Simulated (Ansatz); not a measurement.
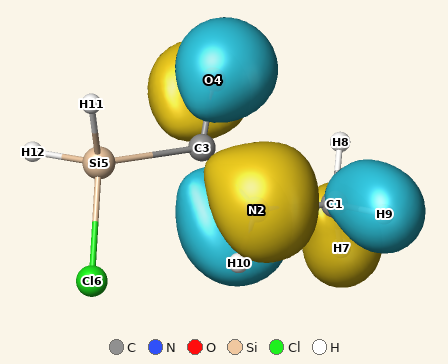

Figure 1: C2H6ClNOSi. The HOMO−1 at ±0.1 Å⁻³ᐟ² (yellow and cyan are the two phases), seen at a tilt.

Theory: Ansatz, RKS PBE0-D4/def2-SVP.

Input

```
crystal:
  periodic: [false, false, false]
  atoms:
    - { symbol: C, position_ang: [-1.5288, -1.2766, 0.625] }
    - { symbol: "N", position_ang: [-0.5072, -0.6046, -0.1141] }
    - { symbol: C, position_ang: [0.2503, 0.3781, 0.4557] }
    - { symbol: O, position_ang: [0.2636, 0.7458, 1.6342] }
    - { symbol: Si, position_ang: [1.6176, 1.2611, -0.5982] }
    - { symbol: Cl, position_ang: [1.4417, 0.6433, -2.5356] }
    - { symbol: H, position_ang: [-0.22824, -1.53075, 0.26804] }
    - { symbol: H, position_ang: [-1.2553, -1.37, 1.6508] }
    - { symbol: H, position_ang: [-2.4515, -0.5656, 0.6087] }
    - { symbol: H, position_ang: [-0.4304, -0.7637, -1.0898] }
    - { symbol: H, position_ang: [1.4263, 2.7473, -0.5996] }
    - { symbol: H, position_ang: [3.0248, 0.9379, -0.147] }
basis:
  gaussian: { orbitals: def2-SVP }
hamiltonian:
  xc: pbe0
  dispersion: d4
relax:
  f_tol: 0.02
  max_steps: 50
output:
  orbitals: {}
```

Run with:

```sh
ansatz run input.yaml --threads 2 --pin off --max-ram 3072MiB --backend cpu --events-out ev --progress --plain --runs-dir out
```

The fields are those of the relaxed geometry.

**Where does this orbital lie, and at what energy?**

By Hirshfeld shares it lies mainly on N2 (about 40 %), O4 (about 30 %) and C1 (about 10 %); largely a combination of lone pairs on N2 and O4. Its energy is −7.60 eV.
